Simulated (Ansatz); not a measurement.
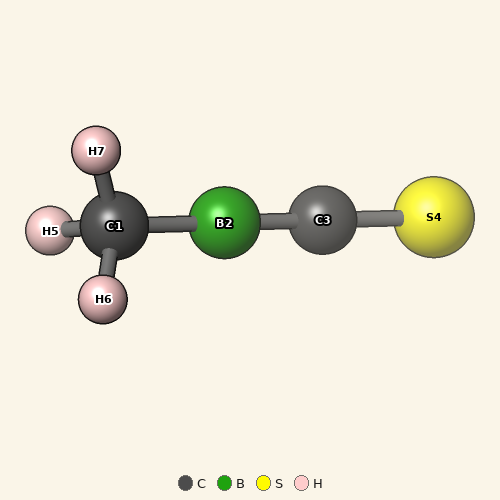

The system is C2H3BS, SMILES CB=C=S; the picture shows the reference structure. Coordinates scanned: (1) angle C1–B2–C3 (carried through 180); (2) change of the bonds B2–C1, B2–C3, all alike. Nothing is relaxed (all other coordinates rigid). The grid has 9 × 9 points. Points are written as (first, second). All energies are given in eV relative to the lowest grid point. All numbers below come from RKS r2SCAN-D4/def2-TZVP (Ansatz 0.2.0).

Its coordinates:

```tsv
atom	x (Å)	y (Å)	z (Å)
C	-0.3825	0.7706	-0.5951
B	0.2149	-0.2960	0.3028
C	0.7298	-1.3145	1.0936
S	1.3141	-2.4654	1.9913
H	-1.0495	0.2273	-1.2825
H	-1.0100	1.4999	-0.0758
H	0.3440	1.2914	-1.2246
```

Range: angle C1–B2–C3 (carried through 180) from 140 to 220°; change of the bonds B2–C1, B2–C3, all alike from −0.160 to 0.247 Å.

### What landscape does the calculation give?

The lowest grid point is at (180°, −0.007 Å). No other kind of well shows on this grid. The highest grid point, (220°, −0.160 Å), lies 2.03 eV above the lowest. Round the minimum the two coordinates are nearly uncoupled.

```tsv
second ↓, first →	140	150	160	170	180	190	200	210	220
0.247	1.53	1.56	1.59	1.58	1.57	1.61	1.58	1.55	1.52
0.196	1.12	1.11	1.12	1.08	1.07	1.11	1.11	1.10	1.11
0.145	0.77	0.73	0.71	0.65	0.63	0.68	0.71	0.73	0.77
0.094	0.50	0.43	0.38	0.30	0.29	0.34	0.40	0.44	0.51
0.044	0.37	0.26	0.17	0.08	0.07	0.12	0.21	0.28	0.38
−0.007	0.39	0.25	0.11	0.02	0.00	0.05	0.17	0.27	0.41
−0.058	0.63	0.43	0.26	0.16	0.14	0.20	0.33	0.47	0.65
−0.109	1.13	0.86	0.68	0.57	0.55	0.61	0.75	0.95	1.17
−0.160	1.93	1.64	1.44	1.33	1.31	1.37	1.52	1.75	2.03
```

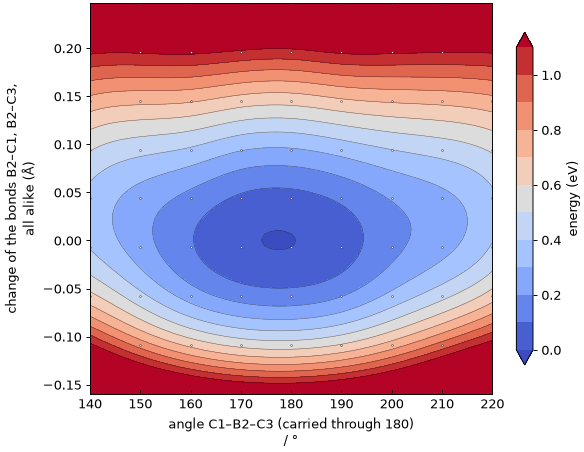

The picture shows filled contours, dots at the grid points, one colour for all values above the top of the scale. Between grid points the surface is interpolated.

The whole map (81 points run) took 67 min on 1 thread of Arm Neoverse N1, with other jobs on the host.
